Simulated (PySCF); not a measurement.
**Br2H2Si, SMILES `Br[SiH2]Br`: what the electrons do**

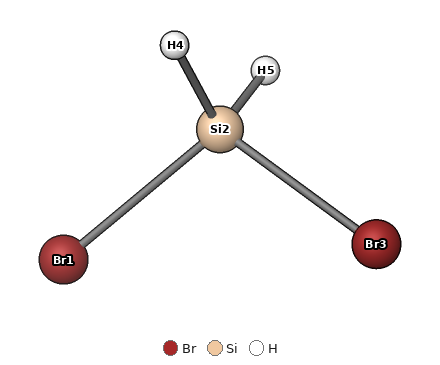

The molecule, with its atoms numbered as below. No frequency check shows the geometry to be a minimum.

Coordinates in Å:

```
Br1      1.7868    0.2592    0.0000
Si2      0.0000   -1.0394    0.0000
Br3     -1.7868    0.2592   -0.0000
H4      -0.0008   -1.7971    1.2318
H5       0.0008   -1.7971   -1.2318
```

### 1. Bonding charge

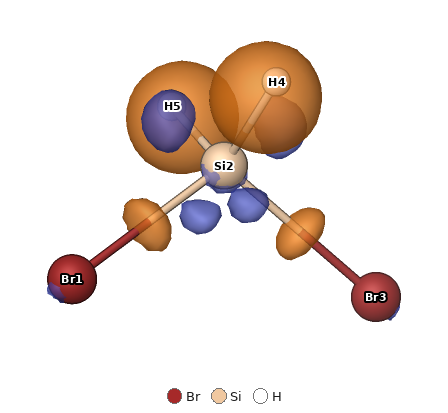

Deformation density (molecule less spherical, spin-averaged free atoms at the same positions), surfaces at ±0.11 e/Å³; orange: gain, blue: loss.

Method: B3LYP/def2-SVPD; geometry: GFN2-xTB; program: PySCF.

How much density has each bond gained at its critical point, relative to the free atoms?

Answer. Si2–H5 and Si2–H4: +0.21 e/Å³ at the bond critical point (bond length 1.45 Å). Br1–Si2 and Si2–Br3: +0.05 e/Å³ at the bond critical point (bond length 2.21 Å); up to 0.6 Å beside the axis the gain reaches +0.15 e/Å³. In all, 1.2 electrons gather in the regions of gain relative to the promolecule. A small or negative value marks a very polar bond, one between electron-rich atoms, whose free-atom densities already overlap strongly, a long bond to a heavier atom, or a closed-shell contact such as a hydrogen bond.

Where do the Hirshfeld charges lie?

Answer. The highest Hirshfeld charge is on Si2 (+0.34 e), the lowest on Br1 and Br3 (−0.11 e).

| atom | charge (e) |
| --- | --- |
| Br1 | −0.11 |
| Si2 | +0.34 |
| Br3 | −0.11 |
| H4 | −0.06 |
| H5 | −0.06 |

### 2. Local ionisation energy

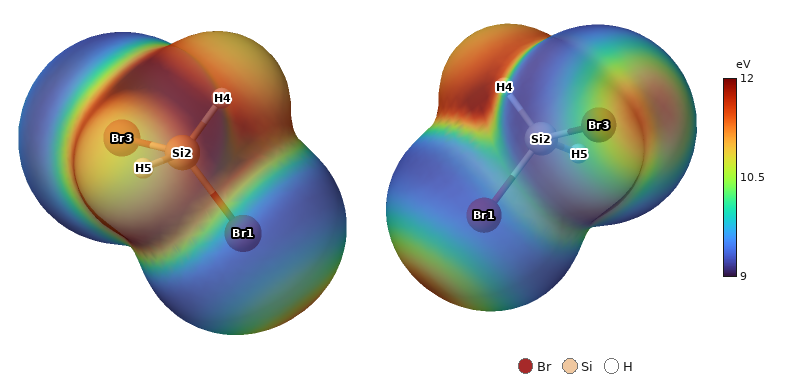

Average local ionisation energy on the surface of electron density 0.001 a.u. (back view left, front view right).

Where are the most loosely bound electrons on this surface?

Answer. The lowest value is 9.2 eV, 2.3 Å from Br3, and at like points elsewhere. Further minima include 9.2 eV, 2.3 Å from Br3, and at like points elsewhere. For comparison, the highest occupied orbital lies at −8.3 eV.

What volume does the surface enclose, and what is the dipole moment?

Answer. About 119 Å³; the dipole moment is 1.4 D.

### 3. In an electric field

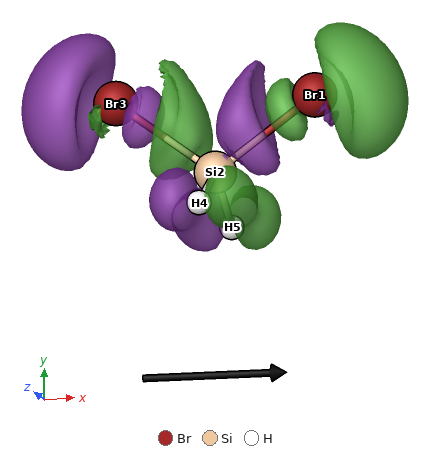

Change of the electron density in a uniform field of 0.21 V/Å along +x (arrow), surfaces at ±0.002 e/Å³ (purple: gain, green: loss).

Level of theory: B3LYP/def2-SVPD (PySCF), at a geometry from GFN2-xTB.

What dipole is induced, and what polarisability does it imply?

Answer. The induced dipole is 0.87 D (along the field); α along this axis, from the fields in both directions, is 86 bohr³ (12.7 Å³).

Which atoms gain and lose the most charge?

Answer. Electrons gather most on Br3 (Hirshfeld charge changes by −0.026 e) and leave Br1 most (+0.026 e); 0.062 electrons are displaced in all.

### 4. Removing or adding an electron

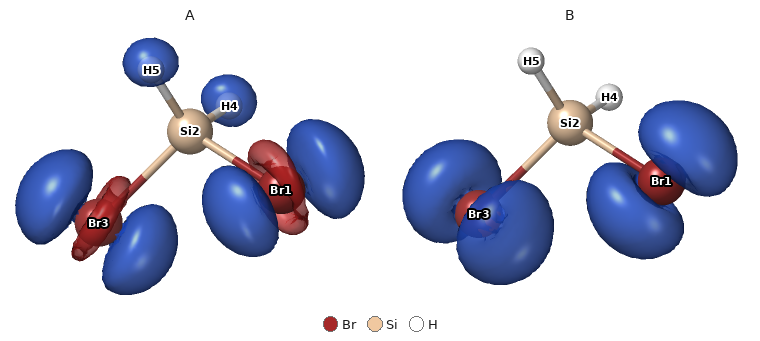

The Fukui function f⁻ from two separate SCF calculations and the density of the HOMO, at ±0.03 e/Å³ (blue positive, red negative).

PySCF calculation, B3LYP/def2-SVPD, gas phase; geometry: GFN2-xTB.

Which panel is which, and how good is the frozen-orbital picture?

Answer. A is f⁻ (it has negative regions), B the HOMO density. The HOMO lies on Br1 and Br3 (47 % each); f⁻ (Hirshfeld-condensed) is largest on Br1 and Br3 (0.39 each); the vertical ionisation energy is 10.60 eV. Relaxation shifts 17 % of the electron between atoms. The orbital energy is −8.29 eV.

The PySCF runs shown took 12 s, 27 s and 4 min on 1 thread of Arm Neoverse V2, with other jobs on the host.
